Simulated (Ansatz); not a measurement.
# Molecular dynamics of HfCl$_{3}$F (part 5 of 5)

Continued. System: HfCl$_{3}$F. Method: RKS LDA/def2-SVP (Ansatz 0.2.0). It belongs to a series of runs on one base structure; here: dynamics from the start.

Geometry of the input (Å):
```
Hf 0.0162  -0.0271  0.0112
Cl 0.0051  -0.0086  2.3284
Cl 2.1977  -0.0076  -0.7704
F  -0.8707  1.5091  -0.6160
Cl -1.0913  -1.9065  -0.7708
```

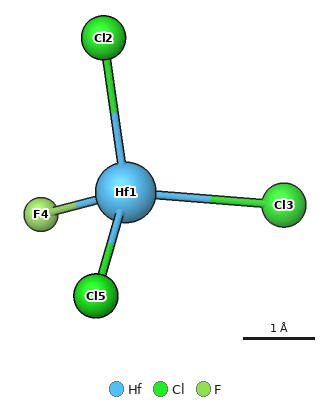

Fig. 1: The geometry at step 149 of the log (ball-and-stick view, seen at a tilt; atoms are numbered from 1 in the order of the input).

Trajectory as extended XYZ, continued
```
5
Properties=species:S:1:pos:R:3:forces:R:3 step=132 time_fs=132.0 energy=-41444.90074 temperature=309.1
Hf    0.0141   -0.0462   -0.0034    1.6335   0.2984   0.4994
Cl   -0.0102   -0.0206    2.3310   -0.0217   0.0023  -0.3318
Cl    2.2819    0.0755   -0.7614   -1.0060  -0.1448   0.2785
F    -0.8542    1.4841   -0.6122   -0.2989   0.4096  -0.1707
Cl   -1.1584   -1.8681   -0.7111   -0.3069  -0.5655  -0.2754
5
Properties=species:S:1:pos:R:3:forces:R:3 step=133 time_fs=133.0 energy=-41444.88950 temperature=280.2
Hf    0.0124   -0.0466   -0.0035    1.7585   0.3806   0.5462
Cl   -0.0098   -0.0207    2.3341   -0.0255   0.0001  -0.3804
Cl    2.2864    0.0750   -0.7635   -1.0817  -0.1499   0.3029
F    -0.8535    1.4848   -0.6134   -0.2995   0.3988  -0.1681
Cl   -1.1557   -1.8659   -0.7109   -0.3518  -0.6296  -0.3006
5
Properties=species:S:1:pos:R:3:forces:R:3 step=134 time_fs=134.0 energy=-41444.87815 temperature=250.9
Hf    0.0109   -0.0469   -0.0036    1.8696   0.4671   0.5876
Cl   -0.0093   -0.0207    2.3370   -0.0290  -0.0021  -0.4266
Cl    2.2906    0.0745   -0.7656   -1.1512  -0.1546   0.3255
F    -0.8529    1.4858   -0.6148   -0.2952   0.3800  -0.1623
Cl   -1.1530   -1.8640   -0.7108   -0.3941  -0.6905  -0.3244
5
Properties=species:S:1:pos:R:3:forces:R:3 step=135 time_fs=135.0 energy=-41444.86692 temperature=222.0
Hf    0.0095   -0.0473   -0.0036    1.9667   0.5568   0.6235
Cl   -0.0089   -0.0208    2.3398   -0.0323  -0.0042  -0.4701
Cl    2.2945    0.0739   -0.7675   -1.2147  -0.1588   0.3464
F    -0.8525    1.4869   -0.6161   -0.2863   0.3536  -0.1532
Cl   -1.1504   -1.8622   -0.7108   -0.4334  -0.7474  -0.3465
5
Properties=species:S:1:pos:R:3:forces:R:3 step=137 time_fs=137.0 energy=-41444.84565 temperature=167.2
Hf    0.0070   -0.0479   -0.0035    2.1187   0.7409   0.6775
Cl   -0.0081   -0.0209    2.3450   -0.0380  -0.0084  -0.5488
Cl    2.3013    0.0727   -0.7712   -1.3238  -0.1661   0.3828
F    -0.8521    1.4897   -0.6191   -0.2556   0.2805  -0.1265
Cl   -1.1456   -1.8592   -0.7110   -0.5013  -0.8469  -0.3850
5
Properties=species:S:1:pos:R:3:forces:R:3 step=138 time_fs=138.0 energy=-41444.83599 temperature=142.3
Hf    0.0059   -0.0482   -0.0035    2.1741   0.8323   0.6953
Cl   -0.0077   -0.0210    2.3474   -0.0404  -0.0103  -0.5838
Cl    2.3041    0.0720   -0.7728   -1.3698  -0.1690   0.3985
F    -0.8521    1.4913   -0.6207   -0.2347   0.2353  -0.1093
Cl   -1.1434   -1.8581   -0.7113   -0.5291  -0.8882  -0.4008
5
Properties=species:S:1:pos:R:3:forces:R:3 step=139 time_fs=139.0 energy=-41444.82723 temperature=119.8
Hf    0.0049   -0.0484   -0.0033    2.2160   0.9214   0.7070
Cl   -0.0073   -0.0211    2.3497   -0.0425  -0.0121  -0.6157
Cl    2.3066    0.0713   -0.7744   -1.4101  -0.1715   0.4127
F    -0.8522    1.4931   -0.6224   -0.2108   0.1854  -0.0899
Cl   -1.1413   -1.8572   -0.7117   -0.5525  -0.9231  -0.4140
5
Properties=species:S:1:pos:R:3:forces:R:3 step=140 time_fs=140.0 energy=-41444.81949 temperature=99.8
Hf    0.0041   -0.0485   -0.0032    2.2448   1.0067   0.7126
Cl   -0.0069   -0.0211    2.3517   -0.0443  -0.0138  -0.6445
Cl    2.3087    0.0705   -0.7758   -1.4450  -0.1736   0.4252
F    -0.8524    1.4949   -0.6241   -0.1844   0.1318  -0.0688
Cl   -1.1394   -1.8565   -0.7121   -0.5711  -0.9512  -0.4245
5
Properties=species:S:1:pos:R:3:forces:R:3 step=142 time_fs=142.0 energy=-41444.80761 temperature=69.2
Hf    0.0027   -0.0487   -0.0028    2.2652   1.1597   0.7060
Cl   -0.0062   -0.0213    2.3553   -0.0470  -0.0164  -0.6923
Cl    2.3118    0.0688   -0.7784   -1.4986  -0.1762   0.4457
F    -0.8531    1.4987   -0.6276   -0.1262   0.0181  -0.0229
Cl   -1.1360   -1.8560   -0.7135   -0.5934  -0.9852  -0.4365
5
Properties=species:S:1:pos:R:3:forces:R:3 step=143 time_fs=143.0 energy=-41444.80366 temperature=59.1
Hf    0.0023   -0.0486   -0.0025    2.2579   1.2248   0.6943
Cl   -0.0058   -0.0214    2.3568   -0.0479  -0.0174  -0.7113
Cl    2.3127    0.0679   -0.7795   -1.5176  -0.1767   0.4537
F    -0.8536    1.5007   -0.6294   -0.0956  -0.0401   0.0011
Cl   -1.1346   -1.8561   -0.7143   -0.5968  -0.9906  -0.4378
5
Properties=species:S:1:pos:R:3:forces:R:3 step=144 time_fs=144.0 energy=-41444.80113 temperature=52.5
Hf    0.0019   -0.0486   -0.0022    2.2395   1.2807   0.6775
Cl   -0.0055   -0.0214    2.3582   -0.0485  -0.0182  -0.7270
Cl    2.3132    0.0669   -0.7804   -1.5313  -0.1767   0.4602
F    -0.8541    1.5026   -0.6311   -0.0648  -0.0977   0.0253
Cl   -1.1333   -1.8566   -0.7153   -0.5950  -0.9882  -0.4359
5
Properties=species:S:1:pos:R:3:forces:R:3 step=146 time_fs=146.0 energy=-41444.80050 temperature=50.9
Hf    0.0015   -0.0482   -0.0015    2.1725   1.3611   0.6296
Cl   -0.0049   -0.0216    2.3602   -0.0488  -0.0188  -0.7480
Cl    2.3129    0.0648   -0.7820   -1.5434  -0.1752   0.4686
F    -0.8552    1.5063   -0.6346   -0.0043  -0.2075   0.0725
Cl   -1.1313   -1.8582   -0.7176   -0.5760  -0.9597  -0.4227
5
Properties=species:S:1:pos:R:3:forces:R:3 step=147 time_fs=147.0 energy=-41444.80240 temperature=55.8
Hf    0.0015   -0.0479   -0.0011    2.1250   1.3840   0.5994
Cl   -0.0046   -0.0217    2.3610   -0.0485  -0.0186  -0.7534
Cl    2.3121    0.0637   -0.7826   -1.5417  -0.1736   0.4705
F    -0.8557    1.5080   -0.6363    0.0243  -0.2579   0.0949
Cl   -1.1305   -1.8594   -0.7189   -0.5591  -0.9340  -0.4115
5
Properties=species:S:1:pos:R:3:forces:R:3 step=148 time_fs=148.0 energy=-41444.80575 temperature=64.4
Hf    0.0016   -0.0475   -0.0006    2.0691   1.3949   0.5657
Cl   -0.0043   -0.0219    2.3615   -0.0479  -0.0182  -0.7553
Cl    2.3109    0.0626   -0.7830   -1.5348  -0.1714   0.4709
F    -0.8563    1.5096   -0.6380    0.0513  -0.3043   0.1161
Cl   -1.1298   -1.8609   -0.7203   -0.5377  -0.9010  -0.3973
5
Properties=species:S:1:pos:R:3:forces:R:3 step=149 time_fs=149.0 energy=-41444.81050 temperature=76.7
Hf    0.0019   -0.0470   -0.0001    2.0053   1.3935   0.5288
Cl   -0.0040   -0.0220    2.3618   -0.0471  -0.0174  -0.7537
Cl    2.3093    0.0613   -0.7833   -1.5228  -0.1688   0.4697
F    -0.8568    1.5110   -0.6396    0.0764  -0.3460   0.1357
Cl   -1.1293   -1.8626   -0.7218   -0.5118  -0.8613  -0.3804
5
Properties=species:S:1:pos:R:3:forces:R:3 step=151 time_fs=151.0 energy=-41444.82384 temperature=111.0
Hf    0.0026   -0.0459    0.0009    1.8566   1.3533   0.4477
Cl   -0.0035   -0.0222    2.3618   -0.0447  -0.0149  -0.7402
Cl    2.3049    0.0588   -0.7836   -1.4827  -0.1619   0.4622
F    -0.8577    1.5133   -0.6425    0.1193  -0.4134   0.1692
Cl   -1.1288   -1.8667   -0.7252   -0.4486  -0.7631  -0.3390
5
Properties=species:S:1:pos:R:3:forces:R:3 step=152 time_fs=152.0 energy=-41444.83221 temperature=132.6
Hf    0.0032   -0.0452    0.0015    1.7728   1.3150   0.4044
Cl   -0.0033   -0.0223    2.3615   -0.0431  -0.0132  -0.7282
Cl    2.3020    0.0575   -0.7836   -1.4545  -0.1577   0.4559
F    -0.8581    1.5141   -0.6439    0.1366  -0.4381   0.1828
Cl   -1.1286   -1.8690   -0.7270   -0.4119  -0.7059  -0.3150
5
Properties=species:S:1:pos:R:3:forces:R:3 step=153 time_fs=153.0 energy=-41444.84152 temperature=156.6
Hf    0.0038   -0.0445    0.0020    1.6835   1.2649   0.3601
Cl   -0.0031   -0.0225    2.3610   -0.0413  -0.0112  -0.7127
Cl    2.2988    0.0561   -0.7834   -1.4207  -0.1530   0.4478
F    -0.8584    1.5147   -0.6452    0.1510  -0.4565   0.1939
Cl   -1.1287   -1.8716   -0.7289   -0.3725  -0.6442  -0.2891
5
Properties=species:S:1:pos:R:3:forces:R:3 step=155 time_fs=155.0 energy=-41444.86231 temperature=210.1
Hf    0.0053   -0.0428    0.0033    1.4901   1.1316   0.2700
Cl   -0.0027   -0.0227    2.3595   -0.0372  -0.0065  -0.6716
Cl    2.2912    0.0532   -0.7827   -1.3359  -0.1421   0.4259
F    -0.8587    1.5152   -0.6474    0.1700  -0.4731   0.2086
Cl   -1.1290   -1.8772   -0.7330   -0.2870  -0.5099  -0.2329
5
Properties=species:S:1:pos:R:3:forces:R:3 step=156 time_fs=156.0 energy=-41444.87342 temperature=238.7
Hf    0.0062   -0.0419    0.0039    1.3868   1.0497   0.2252
Cl   -0.0025   -0.0229    2.3584   -0.0349  -0.0037  -0.6460
Cl    2.2869    0.0517   -0.7821   -1.2847  -0.1361   0.4120
F    -0.8588    1.5151   -0.6484    0.1745  -0.4712   0.2120
Cl   -1.1292   -1.8803   -0.7351   -0.2418  -0.4387  -0.2031
5
Properties=species:S:1:pos:R:3:forces:R:3 step=157 time_fs=157.0 energy=-41444.88472 temperature=267.9
Hf    0.0072   -0.0409    0.0045    1.2796   0.9586   0.1812
Cl   -0.0023   -0.0230    2.3572   -0.0324  -0.0007  -0.6172
Cl    2.2822    0.0501   -0.7815   -1.2273  -0.1296   0.3960
F    -0.8588    1.5148   -0.6492    0.1757  -0.4626   0.2126
Cl   -1.1296   -1.8834   -0.7373   -0.1956  -0.3657  -0.1726
5
Properties=species:S:1:pos:R:3:forces:R:3 step=158 time_fs=158.0 energy=-41444.89601 temperature=296.9
Hf    0.0082   -0.0398    0.0052    1.1689   0.8591   0.1384
Cl   -0.0022   -0.0231    2.3558   -0.0297   0.0024  -0.5851
Cl    2.2771    0.0486   -0.7807   -1.1638  -0.1228   0.3778
F    -0.8586    1.5142   -0.6499    0.1734  -0.4472   0.2105
Cl   -1.1300   -1.8867   -0.7395   -0.1488  -0.2916  -0.1416
5
Properties=species:S:1:pos:R:3:forces:R:3 step=160 time_fs=160.0 energy=-41444.91766 temperature=352.7
Hf    0.0105   -0.0376    0.0065    0.9376   0.6385   0.0579
Cl   -0.0019   -0.0234    2.3525   -0.0241   0.0093  -0.5117
Cl    2.2661    0.0453   -0.7789   -1.0175  -0.1081   0.3347
F    -0.8581    1.5124   -0.6511    0.1590  -0.3971   0.1982
Cl   -1.1309   -1.8934   -0.7441   -0.0550  -0.1425  -0.0792
5
Properties=species:S:1:pos:R:3:forces:R:3 step=161 time_fs=161.0 energy=-41444.92758 temperature=378.2
Hf    0.0117   -0.0364    0.0072    0.8173   0.5192   0.0210
Cl   -0.0017   -0.0236    2.3506   -0.0211   0.0128  -0.4705
Cl    2.2602    0.0436   -0.7779   -0.9346  -0.1003   0.3096
F    -0.8578    1.5112   -0.6515    0.1470  -0.3629   0.1882
Cl   -1.1314   -1.8968   -0.7464   -0.0086  -0.0688  -0.0482
5
Properties=species:S:1:pos:R:3:forces:R:3 step=162 time_fs=162.0 energy=-41444.93663 temperature=401.5
Hf    0.0129   -0.0352    0.0078    0.6942   0.3952  -0.0135
Cl   -0.0016   -0.0237    2.3487   -0.0180   0.0165  -0.4267
Cl    2.2540    0.0419   -0.7768   -0.8452  -0.0924   0.2822
F    -0.8573    1.5098   -0.6519    0.1320  -0.3232   0.1757
Cl   -1.1319   -1.9003   -0.7487    0.0370   0.0039  -0.0177
5
Properties=species:S:1:pos:R:3:forces:R:3 step=163 time_fs=163.0 energy=-41444.94459 temperature=422.0
Hf    0.0142   -0.0340    0.0085    0.5683   0.2676  -0.0452
Cl   -0.0014   -0.0238    2.3466   -0.0149   0.0202  -0.3802
Cl    2.2476    0.0402   -0.7756   -0.7492  -0.0842   0.2523
F    -0.8568    1.5082   -0.6521    0.1143  -0.2784   0.1610
Cl   -1.1323   -1.9037   -0.7511    0.0815   0.0748   0.0121
5
Properties=species:S:1:pos:R:3:forces:R:3 step=165 time_fs=165.0 energy=-41444.95655 temperature=452.8
Hf    0.0169   -0.0315    0.0098    0.3079   0.0056  -0.0999
Cl   -0.0012   -0.0240    2.3421   -0.0084   0.0277  -0.2801
Cl    2.2342    0.0367   -0.7730   -0.5377  -0.0676   0.1852
F    -0.8556    1.5047   -0.6524    0.0719  -0.1760   0.1255
Cl   -1.1332   -1.9106   -0.7557    0.1663   0.2104   0.0694
5
Properties=species:S:1:pos:R:3:forces:R:3 step=166 time_fs=166.0 energy=-41444.96026 temperature=462.4
Hf    0.0182   -0.0303    0.0105    0.1736  -0.1267  -0.1228
Cl   -0.0011   -0.0242    2.3397   -0.0051   0.0314  -0.2270
Cl    2.2272    0.0349   -0.7716   -0.4224  -0.0592   0.1480
F    -0.8549    1.5028   -0.6524    0.0477  -0.1198   0.1053
Cl   -1.1336   -1.9139   -0.7580    0.2062   0.2743   0.0964
```
